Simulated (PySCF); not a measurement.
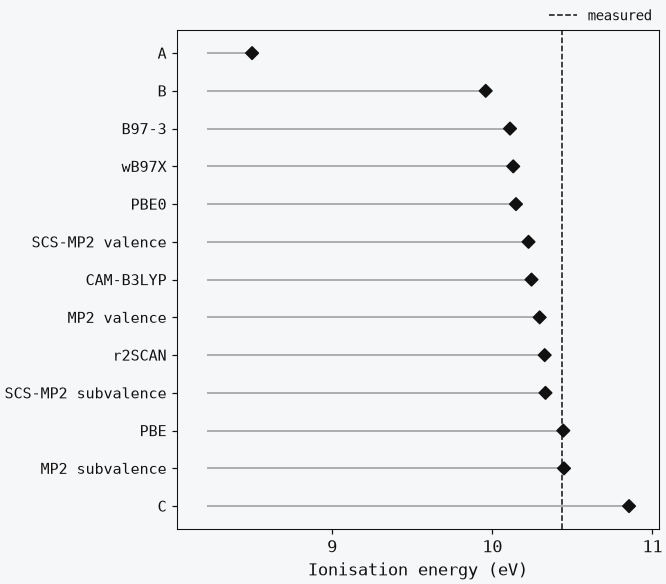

The ionisation energy of the Hg atom ([Xe] 4f¹⁴ 5d¹⁰ 6s² → [Xe] 4f¹⁴ 5d¹⁰ 6s) by several methods, in rising order. PySCF, def2-TZVPPD with a 60-electron core potential, unrestricted single determinants, no spin-orbit coupling. Methods marked “valence” freeze 8 core electrons; methods marked “subvalence” freeze no core electrons. The lettered entries are HF, LDA and wB97X-V in some order.

Q: Which letter is which method?

A: A is HF (8.50 eV); B is wB97X-V (9.96 eV); C is LDA (10.85 eV). The values run from 8.50 eV (HF) to 10.85 eV (LDA). The measured value is 10.44 eV; nearest to it come PBE (+0.01) and MP2 subvalence (+0.01), furthest HF (−1.94 eV).
